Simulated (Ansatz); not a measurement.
## Geometry relaxation, with input and output: CHFSSi

The run: geometry relaxation of CHFSSi. Method and program: RKS B3LYP-D4/def2-TZVP (Ansatz 0.2.0).

Figures and captions count atoms from 1; the log counts them from 0 in places.

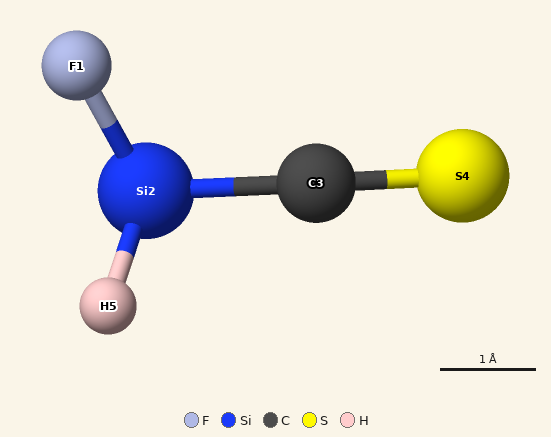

Fig. 1: The starting structure (ball-and-stick view, seen on its broad side; atoms are numbered from 1 in the order of the input).

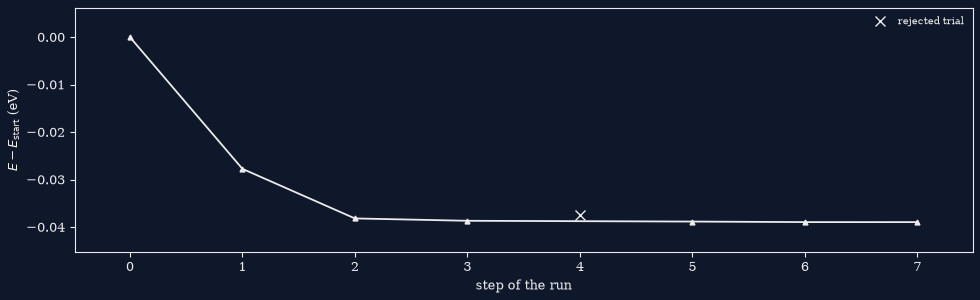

Fig. 2: Progress of the relaxation, step by step (the first geometry is step 0 here and step 1 in the log).

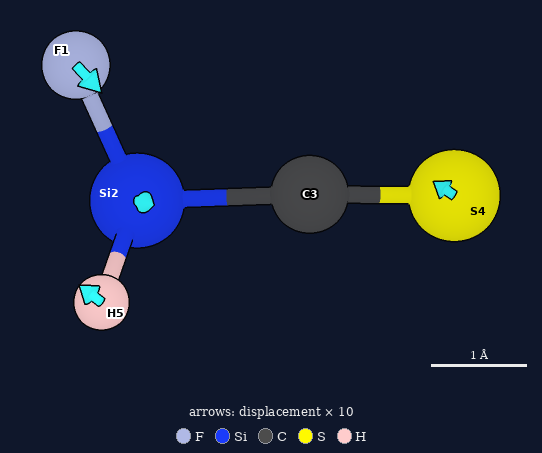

Fig. 3: The starting structure with the displacements as teal arrows, magnified 10 times (ball-and-stick view, seen at a tilt). The two geometries are laid on each other by the best rigid fit. F1 moves most after the best rigid fit: 0.042 Å. By element the largest moves are F 0.042 Å, H 0.033 Å, Si 0.029 Å, S 0.029 Å, C 0.005 Å. Distances before and after: F1–Si2 1.653 → 1.618 Å, Si2–H5 1.517 → 1.489 Å, C3–S4 1.561 → 1.540 Å, Si2–C3 1.834 → 1.815 Å. Among the angles that change: C3–Si2–H5 100.3° → 102.8°. The energy falls by 0.039 eV in 7 geometry steps. The largest force component goes from 0.88 to 0.0019 eV/Å. The line search rejected the trial step at point 4 (counted from 0) and went back. (Atoms are counted from 1 in the order of the input.)

The input that produced these results follows, with the program's output.

### Input
```yaml
crystal:
  periodic: [false, false, false]
  atoms:
    - { symbol: F, position_ang: [1.425895, 1.357352, -0.315569] }
    - { symbol: Si, position_ang: [-0.070808, 0.874596, 0.193062] }
    - { symbol: C, position_ang: [-0.349991, -0.838133, -0.401456] }
    - { symbol: S, position_ang: [-1.018142, -2.0255, -1.163695] }
    - { symbol: H, position_ang: [0.013035, 0.631686, 1.687658] }
basis:
  gaussian: { orbitals: def2-TZVP }
hamiltonian:
  xc: { name: B3LYP }
  dispersion: d4
output:
  forces: true
relax:
  f_tol: 0.003
  max_steps: 120
```

Launch command:
```bash
ansatz run input.yaml --threads 1 --pin off --max-ram 2560MiB --backend cpu --events-out ev --progress --plain --runs-dir out
```

### The program's output
```
The last accepted step is kept in [file] (removed where the run ends without a failure and the disk answers)
Engine: ansatz 0.2.0, aarch64-unknown-linux-gnu
Functional definition: B3LYP
  parameter a0 = 0.2
  parameter ax = 0.72
  parameter ac = 0.81
  exchange = (1 - a0 - ax)*slater_x + ax*b88_x + a0*exact_x
  correlation = (1 - ac)*vwn_rpa_c + ac*lyp_c
912 factors; their error is unknown
mean field evaluation 1: about -22478.3301 eV, gradient 5.8e1 eV
mean field evaluation 2: about -22455.5683 eV, gradient 1.0e2 eV
mean field evaluation 4: about -22484.8676 eV, gradient 1.3e1 eV
mean field evaluation 8: about -22485.3284 eV, gradient 8.3e-2 eV
mean field evaluation 16: about -22485.3818 eV, gradient 4.3e-5 eV
mean field -22485.38175333 eV, -826.3225382958 hartree, gradient 4.3e-5 eV, S^2 0.000000; 0 other end points of the search recorded, 0 dependent functions left out
the calculation of the forces begins
reference -22485.38197741 eV, -826.3225465305 hartree; 23, 23 occupied and 119, 119 virtual orbitals, 912 factors
relax step   1: F+E_penalty+E_count = -22485.58244394 eV  Δ(F+E_penalty+E_count) = +0.000e0 eV  max|allowed force component| = 8.823e-1 eV/Å  Δτ_max = 0.0000 Å  (30 SCF iters, accepted)
these checks for a lower state are left out or cut short: starts, cluster_reference, orbital_swaps, neighbouring_geometries, increment
912 factors; their error is unknown
mean field -22485.40850579 eV, -826.3235214307 hartree, gradient 2.6e-5 eV, S^2 0.000000; 0 other end points of the search recorded, 0 dependent functions left out
the calculation of the forces begins
reference -22485.40872936 eV, -826.3235296467 hartree; 23, 23 occupied and 119, 119 virtual orbitals, 912 factors
relax step   2: F+E_penalty+E_count = -22485.61018515 eV  Δ(F+E_penalty+E_count) = -2.774e-2 eV  max|allowed force component| = 5.333e-1 eV/Å  Δτ_max = 0.0252 Å  (36 SCF iters, accepted)
these checks for a lower state are left out or cut short: starts, cluster_reference, orbital_swaps, neighbouring_geometries, increment
912 factors; their error is unknown
mean field -22485.41826519 eV, -826.3238800818 hartree, gradient 1.3e-5 eV, S^2 0.000000; 0 other end points of the search recorded, 0 dependent functions left out
the calculation of the forces begins
reference -22485.41848884 eV, -826.3238883010 hartree; 23, 23 occupied and 119, 119 virtual orbitals, 912 factors
relax step   3: F+E_penalty+E_count = -22485.62063106 eV  Δ(F+E_penalty+E_count) = -1.045e-2 eV  max|allowed force component| = 1.317e-1 eV/Å  Δτ_max = 0.0206 Å  (37 SCF iters, accepted)
these checks for a lower state are left out or cut short: starts, cluster_reference, orbital_swaps, neighbouring_geometries, increment
912 factors; their error is unknown
mean field evaluation 32: about -22485.3647 eV, gradient 4.3e-1 eV
mean field -22485.41875613 eV, -826.3238981236 hartree, gradient 2.6e-5 eV, S^2 0.000000; 0 other end points of the search recorded, 0 dependent functions left out
the calculation of the forces begins
reference -22485.41897979 eV, -826.3239063429 hartree; 23, 23 occupied and 119, 119 virtual orbitals, 912 factors
relax step   4: F+E_penalty+E_count = -22485.62112803 eV  Δ(F+E_penalty+E_count) = -4.970e-4 eV  max|allowed force component| = 5.948e-2 eV/Å  Δτ_max = 0.0034 Å  (36 SCF iters, accepted)
these checks for a lower state are left out or cut short: starts, cluster_reference, orbital_swaps, neighbouring_geometries, increment
912 factors; their error is unknown
mean field -22485.41775648 eV, -826.3238613872 hartree, gradient 1.8e-5 eV, S^2 0.000000; 0 other end points of the search recorded, 0 dependent functions left out
the calculation of the forces begins
reference -22485.41798045 eV, -826.3238696180 hartree; 23, 23 occupied and 119, 119 virtual orbitals, 912 factors
relax step   5: F+E_penalty+E_count = -22485.61998023 eV  Δ(F+E_penalty+E_count) = +1.148e-3 eV  max|allowed force component| = 1.258e-1 eV/Å  Δτ_max = 0.0216 Å  (37 SCF iters, rejected (line search))
these checks for a lower state are left out or cut short: starts, cluster_reference, orbital_swaps, neighbouring_geometries, increment
912 factors; their error is unknown
mean field -22485.41891749 eV, -826.3239040536 hartree, gradient 2.6e-5 eV, S^2 0.000000; 0 other end points of the search recorded, 0 dependent functions left out
the calculation of the forces begins
reference -22485.41914126 eV, -826.3239122769 hartree; 23, 23 occupied and 119, 119 virtual orbitals, 912 factors
relax step   6: F+E_penalty+E_count = -22485.62129214 eV  Δ(F+E_penalty+E_count) = -1.641e-4 eV  max|allowed force component| = 5.245e-2 eV/Å  Δτ_max = 0.0107 Å  (35 SCF iters, accepted)
these checks for a lower state are left out or cut short: starts, cluster_reference, orbital_swaps, neighbouring_geometries, increment
912 factors; their error is unknown
mean field -22485.41906243 eV, -826.3239093800 hartree, gradient 2.6e-5 eV, S^2 0.000000; 0 other end points of the search recorded, 0 dependent functions left out
the calculation of the forces begins
reference -22485.41928619 eV, -826.3239176030 hartree; 23, 23 occupied and 119, 119 virtual orbitals, 912 factors
relax step   7: F+E_penalty+E_count = -22485.62140381 eV  Δ(F+E_penalty+E_count) = -1.117e-4 eV  max|allowed force component| = 8.565e-3 eV/Å  Δτ_max = 0.0042 Å  (36 SCF iters, accepted)
these checks for a lower state are left out or cut short: starts, cluster_reference, orbital_swaps, neighbouring_geometries, increment
912 factors; their error is unknown
mean field -22485.41905488 eV, -826.3239091024 hartree, gradient 6.3e-5 eV, S^2 0.000000; 0 other end points of the search recorded, 0 dependent functions left out
the calculation of the forces begins
reference -22485.41927864 eV, -826.3239173253 hartree; 23, 23 occupied and 119, 119 virtual orbitals, 912 factors
relax step   8: F+E_penalty+E_count = -22485.62140763 eV  Δ(F+E_penalty+E_count) = -3.818e-6 eV  max|allowed force component| = 1.850e-3 eV/Å  Δτ_max = 0.0005 Å  (24 SCF iters, accepted)
912 factors; their error is unknown
mean field evaluation 64: about -22485.3653 eV, gradient 1.4e-1 eV
mean field -22485.41905488 eV, -826.3239091024 hartree, gradient 6.3e-5 eV, S^2 0.000000; 1 other end points of the search recorded, 0 dependent functions left out
the calculation of the forces begins
reference -22485.41927864 eV, -826.3239173253 hartree; 23, 23 occupied and 119, 119 virtual orbitals, 912 factors
Total energy: -22485.62163138 eV, -826.3313536516 hartree
Atom 0 at     1.392602     1.332487    -0.307966 Å, force     0.000540     0.000160     0.000161 eV/Å
Atom 1 at    -0.063910     0.847440     0.201781 Å, force    -0.000863    -0.000141     0.001631 eV/Å
Atom 2 at    -0.346454    -0.841051    -0.399685 Å, force     0.000188    -0.000267     0.000718 eV/Å
Atom 3 at    -1.006710    -1.999777    -1.170693 Å, force    -0.000241    -0.000227    -0.000661 eV/Å
Atom 4 at     0.024461     0.660901     1.676562 Å, force     0.000377     0.000476    -0.001850 eV/Å
Dipole moment:    -0.302182    -0.257600    -0.031179 e Å
```

### Trajectory as extended XYZ (Å, eV, eV/Å), 8 frames, from step=1 to step=8
```
5
Properties=species:S:1:pos:R:3:forces:R:3 step=1 energy=-22485.58244
F     1.4259    1.3574   -0.3156   -0.8548  -0.3251   0.3177
Si   -0.0708    0.8746    0.1931    0.7276  -0.0328   0.0064
C    -0.3500   -0.8381   -0.4015   -0.3615  -0.6218  -0.4633
S    -1.0181   -2.0255   -1.1637    0.4623   0.8823   0.5380
H     0.0130    0.6317    1.6877    0.0263   0.0973  -0.3989
5
Properties=species:S:1:pos:R:3:forces:R:3 step=2 energy=-22485.61019
F     1.4106    1.3393   -0.3067   -0.5333  -0.1636   0.1691
Si   -0.0776    0.8694    0.1961    0.5318   0.0063  -0.0881
C    -0.3466   -0.8368   -0.3996   -0.2212  -0.3072  -0.2433
S    -1.0098   -2.0113   -1.1624    0.2356   0.4209   0.2639
H     0.0233    0.6394    1.6726   -0.0129   0.0436  -0.1016
5
Properties=species:S:1:pos:R:3:forces:R:3 step=3 energy=-22485.62063
F     1.3937    1.3276   -0.3072   -0.0444   0.0102   0.0164
Si   -0.0704    0.8563    0.2017    0.0678  -0.0657  -0.0567
C    -0.3429   -0.8405   -0.4027    0.0103   0.1317   0.0876
S    -1.0058   -1.9993   -1.1665   -0.0300  -0.0742  -0.0547
H     0.0255    0.6559    1.6748   -0.0037  -0.0020   0.0074
5
Properties=species:S:1:pos:R:3:forces:R:3 step=4 energy=-22485.62113
F     1.3931    1.3294   -0.3069    0.0009   0.0159  -0.0018
Si   -0.0680    0.8543    0.2006    0.0169  -0.0528  -0.0125
C    -0.3443   -0.8402   -0.4006   -0.0056   0.0595   0.0318
S    -1.0061   -1.9995   -1.1675   -0.0077  -0.0272  -0.0193
H     0.0252    0.6560    1.6744   -0.0045   0.0045   0.0018
5
Properties=species:S:1:pos:R:3:forces:R:3 step=5 energy=-22485.61998 accepted=F
F     1.3953    1.3322   -0.3088   -0.0094  -0.0372  -0.0067
Si   -0.0614    0.8489    0.2023   -0.0568   0.0192   0.0138
C    -0.3649   -0.8351   -0.3966    0.1258   0.0153   0.0137
S    -0.9964   -2.0050   -1.1729   -0.0566  -0.0043  -0.0181
H     0.0274    0.6589    1.6760   -0.0030   0.0070  -0.0026
5
Properties=species:S:1:pos:R:3:forces:R:3 step=6 energy=-22485.62129
F     1.3918    1.3316   -0.3076   -0.0144   0.0020   0.0017
Si   -0.0643    0.8445    0.2029    0.0292   0.0379  -0.0021
C    -0.3456   -0.8401   -0.4022   -0.0216  -0.0525  -0.0034
S    -1.0072   -2.0003   -1.1712    0.0119   0.0217   0.0069
H     0.0253    0.6643    1.6781   -0.0050  -0.0091  -0.0031
5
Properties=species:S:1:pos:R:3:forces:R:3 step=7 energy=-22485.62140
F     1.3928    1.3328   -0.3081   -0.0006  -0.0008   0.0024
Si   -0.0636    0.8475    0.2020   -0.0036  -0.0028  -0.0086
C    -0.3464   -0.8409   -0.4001    0.0016   0.0023   0.0042
S    -1.0069   -2.0000   -1.1703   -0.0001   0.0015  -0.0011
H     0.0241    0.6606    1.6764    0.0028  -0.0002   0.0031
5
Properties=species:S:1:pos:R:3:forces:R:3 step=8 energy=-22485.62141
F     1.3926    1.3325   -0.3080    0.0005   0.0002   0.0002
Si   -0.0639    0.8474    0.2018   -0.0009  -0.0001   0.0016
C    -0.3465   -0.8411   -0.3997    0.0002  -0.0003   0.0007
S    -1.0067   -1.9998   -1.1707   -0.0002  -0.0002  -0.0007
H     0.0245    0.6609    1.6766    0.0004   0.0005  -0.0019
```

### Summary

```csv
quantity,value
outcome,converged
total energy,−22485.6216 eV
mean-field energy,−22485.4193 eV
largest force (length of the vector) at the end,0.002 eV/Å
hardware,"1 thread of Arm Neoverse V2, 24 GiB of memory available, shared host"
wall time,41 s
peak memory,0.25 GiB
```
